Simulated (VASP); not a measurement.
Band structure of Sr₂BBrN₂ (space group R-3m). All values below come from PBEsol GGA, VASP's PBE PAW potentials (set 64) (plane waves; VASP).

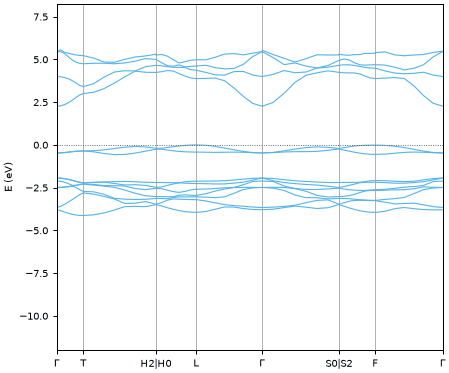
*Bands along high-symmetry lines, zero at the valence-band maximum or, without a gap, the Fermi level*

### Question
Read the plot: is there a gap, and where are the band edges?

### Answer
The gap is indirect, 2.26 eV, from the valence maximum at L to the conduction minimum at Γ.

The structure comes from a computed database's Sr2BBrN2 entry; how it stands against other phases isn't given here. The cell was not relaxed at this level.
